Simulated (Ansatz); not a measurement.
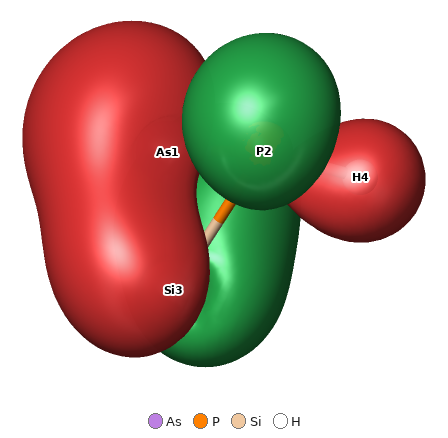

*AsHPSi (charge −1). The HOMO at ±0.08 Å⁻³ᐟ² (green and red are the two phases), seen at a tilt.*

Geometry: B3LYP-D3(BJ)/def2-SVPD.

Theory: isolated molecule in a Gaussian basis; Kohn-Sham density functional theory, functional PBE0 (Ansatz).

Where does this orbital lie, and at what energy?

By Hirshfeld shares it lies mainly on As1 (about 50 %), Si3 (about 25 %) and P2 (about 20 %). Its energy is −0.93 eV.
